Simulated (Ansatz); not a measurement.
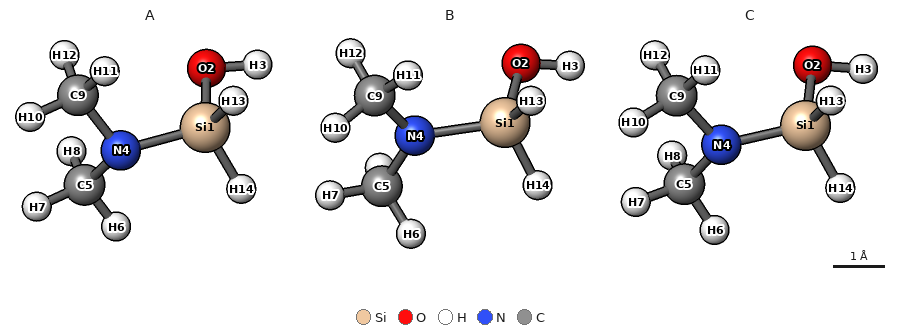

3 geometries from one relaxation of C2H9NOSi, in shuffled order. The picture is a ball-and-stick view, seen from a free direction.

The run prepares the start of a later molecular dynamics calculation, from a guessed geometry.

Computed with RKS PBE/STO-3G in Ansatz. Set-up: no spin polarisation; force threshold 0.02 eV/Å; at most 40 steps.

Question: Order the frames from highest to lowest energy.

Answer: B, C, A. They are steps 0, 3, 8, at +39.7 kJ/mol, +5.05 kJ/mol relative to the last. The largest move after the best rigid fit is that of N4, 0.45 Å. Largest moves by element: N 0.45 Å, H 0.43 Å, O 0.31 Å, Si 0.13 Å, C 0.09 Å. Among the contacts that change: Si1–O2 1.680 → 1.739 Å, Si1–N4 1.820 → 1.776 Å, N4–C5 1.470 → 1.501 Å, O2–H3 1.010 → 1.036 Å. Bond angles that change, for instance: C5–N4–C9 120.0° → 110.1°, Si1–O2–H3 109.5° → 101.8°, Si1–N4–C5 120.0° → 115.0°. After 8 geometry steps the energy has fallen by 39.7 kJ/mol. The largest force component goes from 3.2 to 0.012 eV/Å.

Limits of the set-up: STO-3G is a minimal basis, so the numbers are rough.
